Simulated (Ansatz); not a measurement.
# Convergence study of the plane-wave cutoff for MnBe3 (P4mm, 4 atoms in the cell)

```
CELL_PARAMETERS angstrom
      3.23548     0.00000     0.00000
      0.00000     3.23548     0.00000
      0.00000     0.00000     3.23548
ATOMIC_POSITIONS crystal
  Be 0.01545 0.50000 0.50000
  Be 0.50000 0.00000 0.50000
  Be 0.50000 0.50000 0.00000
  Mn 0.00000 0.00000 0.00000
```
Moments meant for the start (each program seeds them in its own way; μB, in the order of the atoms Be Be Be Mn): 0.0 0.0 0.0 4.0.

Level of theory: LDA (PW92), default PAW files made with PBE (plane waves; Ansatz, a quantum-chemistry and plane-wave program).

Base settings: basis.ecutwfc = 420 eV; kpoints.mp_grid.grid = 8 8 8; hamiltonian.xc = lda; hamiltonian.pseudopotentials = {kind: paw} (the program's default PAW files); magnetization.spin_polarized = true; scf.occupations.method = gaussian; scf.occupations.width = 0.1 eV.

The second cell is the first with its lattice scaled by 0.98.

The mesh stays at the base's, so the ladder's end is converged at best in this setting alone.

The first pressure column holds Ansatz's estimate of the finite-basis (Pulay) stress, which hides part of the cutoff error; the other is without it.

Only quantities that move along the ladder and can be compared are tabulated.

The magnetic state is not the same in all runs (site moments differ, or a search went on to a lower state), so steps between rows are not convergence errors alone.

The count of work is k-points × plane waves × bands × iterations; it is no time. 

The starting cell comes from a database of computed structures (which also holds hypothetical and non-ambient phases and stackings), without a prior relaxation at this level. Its lattice was rescaled by up to half a per cent. One atom was moved a little off its site on purpose. The moments shrank to a small part of their start, a low-spin state that need not be the lowest. In the base run, with a pressure of about -8 GPa the cell is away from its equilibrium volume at this level.

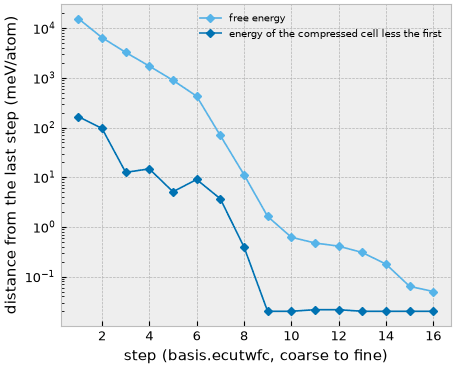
Fig. 1. Distance from the last step along the ladder; very small values are drawn at a floor.

| basis.ecutwfc | free energy less the last step's (meV/atom) | energy of the compressed cell less the first (meV/atom) | pressure (GPa) | pressure without the Pulay estimate (GPa) | largest difference of a force vector from the last step's (eV/Å) | count of work / last |
|---|---|---|---|---|---|---|
| 145 eV | 15634.08 | 156.32 | -17.03 | -978.36 | 0.042 | 0.076 |
| 170 eV | 6460.28 | 86.68 | 8.56 | -477.72 | 0.036 | 0.068 |
| 190 eV | 3263.28 | -21.97 | -21.98 | -273.94 | 0.038 | 0.074 |
| 210 eV | 1726.39 | -24.14 | -14.34 | -163.22 | 0.014 | 0.092 |
| 230 eV | 893.59 | -14.52 | -4.60 | -95.80 | 0.006 | 0.094 |
| 250 eV | 427.90 | -0.41 | -4.96 | -55.28 | 0.007 | 0.11 |
| 295 eV | 69.18 | -5.74 | -6.96 | -18.12 | 0.003 | 0.14 |
| 335 eV | 11.29 | -9.03 | -7.71 | -9.94 | 0.001 | 0.17 |
| 380 eV | 1.63 | -9.44 | -7.84 | -8.12 | 0.000 | 0.25 |
| 420 eV | 0.62 | -9.40 | -7.83 | -7.87 | 0.000 | 0.27 |
| 460 eV | 0.47 | -9.40 | -7.83 | -7.84 | 0.000 | 0.30 |
| 505 eV | 0.41 | -9.40 | -7.83 | -7.84 | 0.000 | 0.36 |
| 565 eV | 0.31 | -9.41 | -7.83 | -7.84 | 0.000 | 0.41 |
| 630 eV | 0.18 | -9.41 | -7.83 | -7.85 | 0.000 | 0.48 |
| 735 eV | 0.06 | -9.42 | -7.83 | -7.84 | 0.000 | 0.62 |
| 840 eV | 0.04 | -9.42 | -7.83 | -7.84 | 0.000 | 0.74 |
| 1010 eV | 0.00 | -9.42 | -7.83 | -7.84 | 0.000 | 1.0 |

Coarsest basis.ecutwfc that holds the forces within 0.02 eV/Å of the last step, with all finer ones: 210 eV, at 0.092 of the last step's count of work; the step before is off by 0.038 eV/Å.

Coarsest basis.ecutwfc that holds the pressure within 0.5 GPa of the last step, with all finer ones: 335 eV, at 0.17 of the last step's count of work; the step before is off by 0.87 GPa.

Coarsest basis.ecutwfc that holds the pressure without the Pulay estimate within 1 GPa of the last step, with all finer ones: 380 eV, at 0.25 of the last step's count of work; the step before is off by 2.1 GPa.

The energy difference between the two cells stays within 1 meV/atom of the last step's from 335 eV on, the total only from 420 eV on: much of the error is common to both cells and cancels.

At the lowest cutoff the pressure without the Pulay estimate lies 971 GPa under the last step's, the usual sign of Pulay stress in an incomplete plane-wave basis.

Keys are those of Ansatz 0.2.
